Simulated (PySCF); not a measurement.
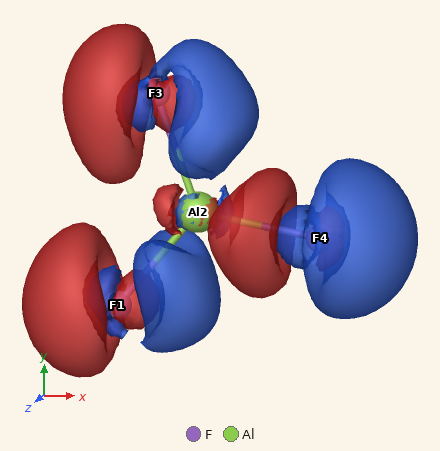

Figure 1: AlF₃, SMILES `F[Al](F)F`. Change of the electron density in a uniform field of 0.21 V/Å, surfaces at ±0.001 e/Å³ (red: gain, blue: loss).

Computed with PySCF, PBE/def2-TZVP, geometry: GFN2-xTB. No frequency check shows the geometry to be a minimum. A basis without diffuse functions makes polarisabilities too small.

Q: Along which Cartesian direction does the field point?

A: Along +x: electrons gather on the −x side, against the field.

Q: How large is the response?

A: The induced dipole is 0.21 D (along the field); α along this axis, from the fields in both directions, is 21 bohr³ (3.1 Å³).

Q: Which atoms gain and lose the most charge?

A: Electrons gather most on F1 (Hirshfeld charge changes by −0.005 e) and leave F4 most (+0.008 e); 0.023 electrons are displaced in all.
